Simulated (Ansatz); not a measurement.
# Run report: SnNH7O, geometry relaxation (part 1 of 2)

- system: SnNH7O
- method: RKS PBE0-D4/def2-TZVP (Ansatz 0.2.0)

The geometry is a transition state displaced along its imaginary mode. The reaction was set up to form Sn1–N7 and O2–H6 and to break Sn1–O2 and H6–N7 (atoms counted from 1 in the order of the input); sticks are drawn by distance alone. Figures and captions count atoms from 1; the log counts them from 0 in places.

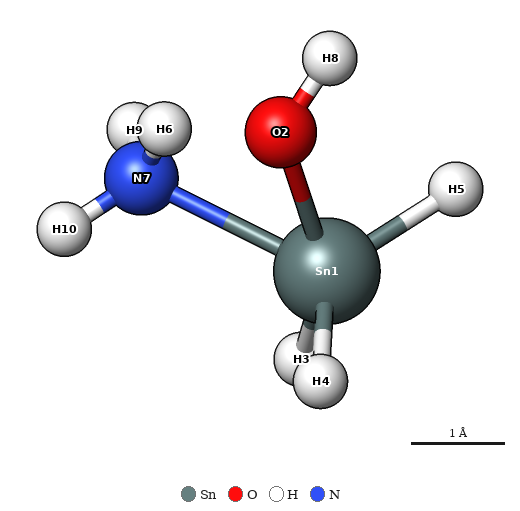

Figure 1. The structure as given in the input (ball-and-stick view, seen at a tilt; atoms are numbered from 1 in the order of the input). Sticks mark near contacts.

Key numbers

```tsv
quantity	value
outcome	converged
total energy	−9480.3852 eV
mean-field energy	−9480.2506 eV
dispersion energy	−0.1346 eV
SCF solution under orbital rotations	stable
largest force (length of the vector) at the end	0.004 eV/Å
dipole moment	1.80 D
hardware	4 threads of Arm Neoverse V2, 23 GiB of memory available, shared host
wall time	30 s (CPU time 1.8 min)
peak memory	0.33 GiB
```

Input file
```yaml
crystal:
  periodic: [false, false, false]
  atoms:
    - {symbol: Sn, position_ang: [1.021380, 0.338680, -0.052289]}
    - {symbol: O, position_ang: [0.056220, -1.319780, 0.944032]}
    - {symbol: H, position_ang: [1.066545, 1.779186, -1.108292]}
    - {symbol: H, position_ang: [1.995006, -0.762643, -0.900826]}
    - {symbol: H, position_ang: [1.400086, 1.032448, 1.456974]}
    - {symbol: H, position_ang: [-1.154441, -0.571644, 0.081725]}
    - {symbol: N, position_ang: [-1.178879, 0.131658, -0.556411]}
    - {symbol: H, position_ang: [-0.025540, -1.354102, 1.901955]}
    - {symbol: H, position_ang: [-1.763908, 0.905811, -0.280523]}
    - {symbol: H, position_ang: [-1.416468, -0.179514, -1.486445]}
basis:
  gaussian: {orbitals: def2-TZVP}
hamiltonian: {xc: pbe0, dispersion: d4}
relax: {f_tol: 0.005, max_steps: 200}
```

Launched with:
```bash
ansatz run in.yaml --threads 4 --pin off --events-out ev --progress --plain --max-ram 9574MiB
```

Output
```
Functional definition: PBE0
  name "PBE0"
  cite "Adamo & Barone, J. Chem. Phys. 110, 6158 (1999) doi:10.1063/1.478522"
  cite "Perdew, Burke & Ernzerhof, Phys. Rev. Lett. 77, 3865 (1996) doi:10.1103/PhysRevLett.77.3865"
  parent pbe
  parameter a = 0.25
  parameter kappa = 0.804
  parameter beta = 0.06672455060314922
  exchange = (1 - a)*pbe_x(kappa = kappa, mu = beta*pi^2/3) + a*exact_x
  correlation = pbe_c(beta = beta)
1075 factors; their error is unknown
mean field evaluation 1: about -9469.4159 eV, gradient 7.6e1 eV
mean field evaluation 2: about -9436.7578 eV, gradient 1.4e2 eV
mean field evaluation 4: about -9479.0330 eV, gradient 1.0e1 eV
mean field evaluation 8: about -9479.3021 eV, gradient 3.8e-1 eV
mean field evaluation 16: about -9479.3023 eV, gradient 1.9e-5 eV
mean field -9479.30232688 eV, -348.3579352110 hartree, gradient 1.9e-5 eV, S^2 0.000000; 0 other end points of the search recorded, 0 dependent functions left out
the calculation of the forces begins
reference -9479.30236495 eV, -348.3579366101 hartree; 22, 22 occupied and 132, 132 virtual orbitals, 1075 factors
relax step   1: F+E_penalty+E_count = -9479.44243742 eV  Δ(F+E_penalty+E_count) = +0.000e0 eV  max|allowed force component| = 3.434e0 eV/Å  Δτ_max = 0.0000 Å  (28 SCF iters, accepted)
these checks for a lower state are left out or cut short: starts, cluster_reference, orbital_swaps, neighbouring_geometries, increment
1075 factors; their error is unknown
mean field -9479.63101273 eV, -348.3700141933 hartree, gradient 1.9e-5 eV, S^2 0.000000; 0 other end points of the search recorded, 0 dependent functions left out
[... from here on the field's lines of each further geometry are left out, up to the last ...]
relax step   2: F+E_penalty+E_count = -9479.76988019 eV  Δ(F+E_penalty+E_count) = -3.274e-1 eV  max|allowed force component| = 1.107e0 eV/Å  Δτ_max = 0.1948 Å  (37 SCF iters, accepted)
relax step   3: F+E_penalty+E_count = -9479.84266498 eV  Δ(F+E_penalty+E_count) = -7.278e-2 eV  max|allowed force component| = 1.239e0 eV/Å  Δτ_max = 0.1942 Å  (31 SCF iters, accepted)
relax step   4: F+E_penalty+E_count = -9479.88143635 eV  Δ(F+E_penalty+E_count) = -3.877e-2 eV  max|allowed force component| = 1.577e0 eV/Å  Δτ_max = 0.1731 Å  (30 SCF iters, accepted)
relax step   5: F+E_penalty+E_count = -9480.01372128 eV  Δ(F+E_penalty+E_count) = -1.323e-1 eV  max|allowed force component| = 6.170e-1 eV/Å  Δτ_max = 0.2000 Å  (30 SCF iters, accepted)
relax step   6: F+E_penalty+E_count = -9480.11041839 eV  Δ(F+E_penalty+E_count) = -9.670e-2 eV  max|allowed force component| = 2.770e-1 eV/Å  Δτ_max = 0.1954 Å  (30 SCF iters, accepted)
relax step   7: F+E_penalty+E_count = -9480.19512254 eV  Δ(F+E_penalty+E_count) = -8.470e-2 eV  max|allowed force component| = 3.044e-1 eV/Å  Δτ_max = 0.1999 Å  (28 SCF iters, accepted)
relax step   8: F+E_penalty+E_count = -9480.27337949 eV  Δ(F+E_penalty+E_count) = -7.826e-2 eV  max|allowed force component| = 2.673e-1 eV/Å  Δτ_max = 0.1952 Å  (28 SCF iters, accepted)
relax step   9: F+E_penalty+E_count = -9480.34535114 eV  Δ(F+E_penalty+E_count) = -7.197e-2 eV  max|allowed force component| = 1.883e-1 eV/Å  Δτ_max = 0.2000 Å  (30 SCF iters, accepted)
relax step  10: F+E_penalty+E_count = -9480.35919819 eV  Δ(F+E_penalty+E_count) = -1.385e-2 eV  max|allowed force component| = 2.810e-1 eV/Å  Δτ_max = 0.1937 Å  (29 SCF iters, accepted)
relax step  11: F+E_penalty+E_count = -9480.38170558 eV  Δ(F+E_penalty+E_count) = -2.251e-2 eV  max|allowed force component| = 1.312e-1 eV/Å  Δτ_max = 0.0939 Å  (29 SCF iters, accepted)
relax step  12: F+E_penalty+E_count = -9480.38193414 eV  Δ(F+E_penalty+E_count) = -2.286e-4 eV  max|allowed force component| = 3.824e-1 eV/Å  Δτ_max = 0.0561 Å  (29 SCF iters, accepted)
relax step  13: F+E_penalty+E_count = -9480.38409143 eV  Δ(F+E_penalty+E_count) = -2.157e-3 eV  max|allowed force component| = 6.842e-2 eV/Å  Δτ_max = 0.0433 Å  (30 SCF iters, accepted)
relax step  14: F+E_penalty+E_count = -9480.38491490 eV  Δ(F+E_penalty+E_count) = -8.235e-4 eV  max|allowed force component| = 1.507e-2 eV/Å  Δτ_max = 0.0268 Å  (30 SCF iters, accepted)
relax step  15: F+E_penalty+E_count = -9480.38507382 eV  Δ(F+E_penalty+E_count) = -1.589e-4 eV  max|allowed force component| = 8.049e-3 eV/Å  Δτ_max = 0.0145 Å  (30 SCF iters, accepted)
relax step  16: F+E_penalty+E_count = -9480.38511358 eV  Δ(F+E_penalty+E_count) = -3.975e-5 eV  max|allowed force component| = 1.215e-2 eV/Å  Δτ_max = 0.0139 Å  (30 SCF iters, accepted)
relax step  17: F+E_penalty+E_count = -9480.38512487 eV  Δ(F+E_penalty+E_count) = -1.129e-5 eV  max|allowed force component| = 1.318e-2 eV/Å  Δτ_max = 0.0116 Å  (31 SCF iters, accepted)
relax step  18: F+E_penalty+E_count = -9480.38514252 eV  Δ(F+E_penalty+E_count) = -1.765e-5 eV  max|allowed force component| = 9.522e-3 eV/Å  Δτ_max = 0.0027 Å  (32 SCF iters, accepted)
relax step  19: F+E_penalty+E_count = -9480.38514445 eV  Δ(F+E_penalty+E_count) = -1.924e-6 eV  max|allowed force component| = 1.901e-2 eV/Å  Δτ_max = 0.0019 Å  (32 SCF iters, accepted)
the calculation of the forces begins
reference -9480.25059922 eV, -348.3927835768 hartree; 22, 22 occupied and 132, 132 virtual orbitals, 1075 factors
relax step  20: F+E_penalty+E_count = -9480.38514950 eV  Δ(F+E_penalty+E_count) = -5.050e-6 eV  max|allowed force component| = 3.817e-3 eV/Å  Δτ_max = 0.0018 Å  (33 SCF iters, accepted)
1075 factors; their error is unknown
mean field evaluation 160: about -9446.8951 eV, gradient 1.3e2 eV
```

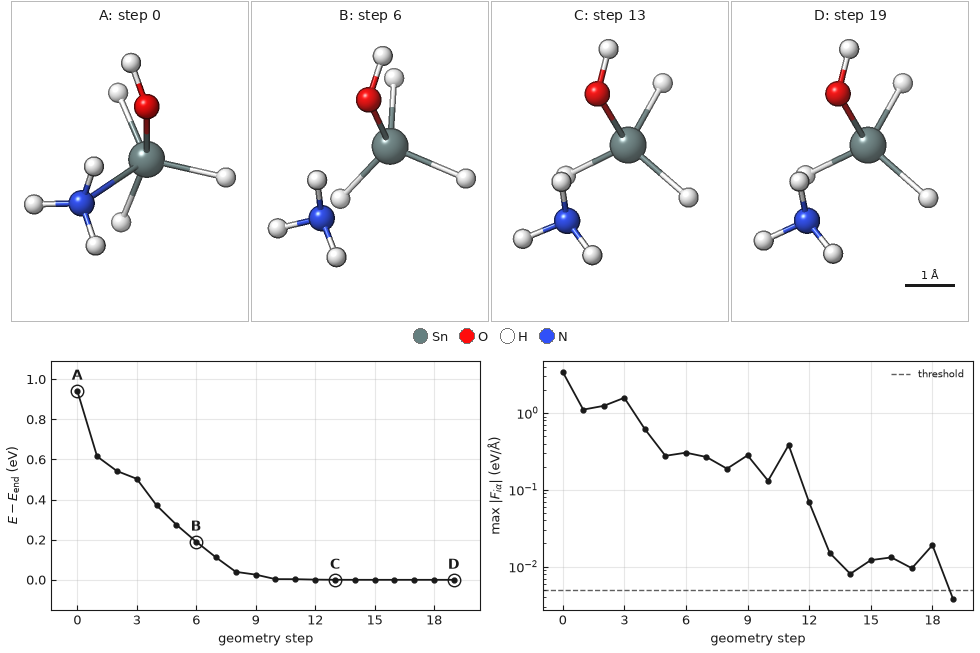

Figure 2. Frames of the relaxation (ball-and-stick view, seen at a tilt) above the curves, on which the letters mark them (the first geometry is step 0 here and step 1 in the log).

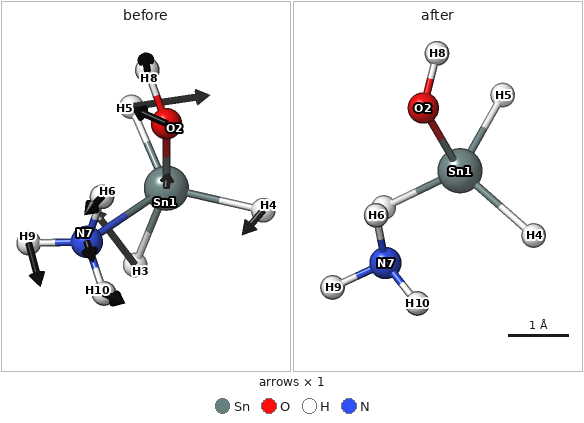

Figure 3. Before (left) and after (right) the relaxation, at one scale (ball-and-stick view, seen at a tilt). The black arrows give the displacements, at true length. The energy falls by 0.943 eV in 19 geometry steps. The largest force component goes from 3.4 to 0.0038 eV/Å. H5 moves most after the best rigid fit: 1.37 Å. Largest moves by element: H 1.37 Å, O 0.75 Å, N 0.43 Å, Sn 0.31 Å. Distances before and after: Sn1–N7 2.267 → 2.737 Å, Sn1–O2 2.162 → 1.993 Å, Sn1–H3 1.787 → 1.705 Å, H6–N7 0.950 → 1.015 Å. Among the angles that change: O2–Sn1–H3 154.4° → 112.7°, O2–Sn1–H4 89.4° → 112.7°, H4–Sn1–H5 125.4° → 107.1°. (Atoms are counted from 1 in the order of the input.)

```
mean field -9480.25056203 eV, -348.3927822099 hartree, gradient 2.0e-5 eV, S^2 0.000000; 1 other end points of the search recorded, 0 dependent functions left out
the calculation of the forces begins
reference -9480.25059922 eV, -348.3927835768 hartree; 22, 22 occupied and 132, 132 virtual orbitals, 1075 factors
Total energy: -9480.38518669 eV, -348.3977295749 hartree
Atom 0 at     1.149602     0.322134     0.236760 Å, force     0.000805    -0.000693    -0.000182 eV/Å
Atom 1 at    -0.092125    -0.747607     1.371212 Å, force    -0.001865     0.001408    -0.003817 eV/Å
Atom 2 at     0.652327     1.944183     0.066937 Å, force    -0.000385    -0.000508    -0.000434 eV/Å
Atom 3 at     1.593906    -0.488754    -1.195830 Å, force    -0.000815     0.000687     0.000021 eV/Å
Atom 4 at     2.539318     0.319438     1.277733 Å, force    -0.000108     0.000059     0.000443 eV/Å
Atom 5 at    -1.625000    -0.550906    -0.154127 Å, force     0.000976    -0.000355    -0.001991 eV/Å
Atom 6 at    -1.295785    -0.009867    -0.947119 Å, force    -0.001777     0.002404    -0.000102 eV/Å
Atom 7 at     0.340425    -1.004335     2.188208 Å, force     0.001776    -0.001229     0.003747 eV/Å
Atom 8 at    -1.897742     0.795216    -1.063215 Å, force     0.001524    -0.001508     0.000054 eV/Å
Atom 9 at    -1.364926    -0.579402    -1.780658 Å, force    -0.000131    -0.000266     0.002261 eV/Å
Dipole moment:    -0.289607     0.010857    -0.236416 e Å
```

Trajectory as extended XYZ (Å, eV, eV/Å), 20 frames, from step=1 to step=20
```
10
Properties=species:S:1:pos:R:3:forces:R:3 step=1 energy=-9479.44244
Sn    1.0214    0.3387   -0.0523    0.1263  -0.0332   0.1682
O     0.0562   -1.3198    0.9440    0.2159  -0.0215   0.2212
H     1.0665    1.7792   -1.1083   -0.1411  -0.2781   0.1911
H     1.9950   -0.7626   -0.9008    0.1314  -0.0535  -0.0222
H     1.4001    1.0324    1.4570    0.1790   0.0918   0.1401
H    -1.1544   -0.5716    0.0817   -0.4635  -3.3895   2.7932
N    -1.1789    0.1317   -0.5564   -0.1996   3.4345  -3.1328
H    -0.0255   -1.3541    1.9020    0.3035   0.1347  -0.1909
H    -1.7639    0.9058   -0.2805   -0.0777   0.0758  -0.0787
H    -1.4165   -0.1795   -1.4864   -0.0742   0.0390  -0.0893
10
Properties=species:S:1:pos:R:3:forces:R:3 step=2 energy=-9479.76988
Sn    1.0228    0.3006    0.0011    0.0964  -0.2919   0.2455
O     0.0328   -1.3226    0.9541    0.3345   0.3831   1.0951
H     0.9057    1.6915   -1.0419    0.1112   0.0885   0.0060
H     2.0568   -0.7756   -0.8359    0.0632   0.0804  -0.0004
H     1.5303    1.0273    1.4863    0.0246  -0.1127  -0.0541
H    -1.2880   -0.6081    0.0539   -0.4105  -0.3305   0.1716
N    -1.2197    0.1615   -0.6130   -0.1116   0.2717  -0.4212
H     0.1578   -1.3277    1.9274   -0.0380  -0.0126  -1.1066
H    -1.7805    0.9656   -0.3652   -0.0289  -0.0630   0.0027
H    -1.4180   -0.1124   -1.5669   -0.0410  -0.0129   0.0614
10
Properties=species:S:1:pos:R:3:forces:R:3 step=3 energy=-9479.84267
Sn    1.0458    0.2879    0.0183   -0.0233  -0.2731   0.2923
O     0.0035   -1.2385    0.9809    0.5628   0.1992   1.2395
H     1.0077    1.7201   -0.9757   -0.2546  -0.0783   0.0487
H     2.1465   -0.7248   -0.8226   -0.0444  -0.0172  -0.0069
H     1.6255    0.9379    1.5139    0.0565  -0.0182  -0.0294
H    -1.4798   -0.6389    0.0525    0.0900   0.8556  -0.7849
N    -1.3123    0.1288   -0.6435    0.0276  -0.3952   0.3153
H     0.2938   -1.2891    1.9210   -0.3034  -0.0116  -1.2066
H    -1.8408    0.9711   -0.4456   -0.0201  -0.1914   0.0354
H    -1.4900   -0.1544   -1.5994   -0.0910  -0.0699   0.0966
10
Properties=species:S:1:pos:R:3:forces:R:3 step=4 energy=-9479.88144
Sn    1.0354    0.2600    0.0705    0.6226   0.5915  -0.3433
O     0.0186   -1.1779    1.0241    0.2188  -0.5359   1.5772
H     0.9086    1.6959   -0.9123   -0.0817  -0.1135   0.1602
H     2.1332   -0.7415   -0.7887   -0.0042   0.0102  -0.0550
H     1.6629    0.8884    1.5545    0.1485   0.0623   0.0096
H    -1.4993   -0.5454    0.0550   -0.1093   0.7524  -0.9762
N    -1.3251    0.1551   -0.7063   -0.1862  -0.7001   0.5776
H     0.4588   -1.3359    1.8974   -0.7086   0.1750  -1.2965
H    -1.8483    1.0142   -0.5658    0.0723  -0.2198   0.0481
H    -1.5449   -0.2129   -1.6285    0.0278  -0.0221   0.2983
```
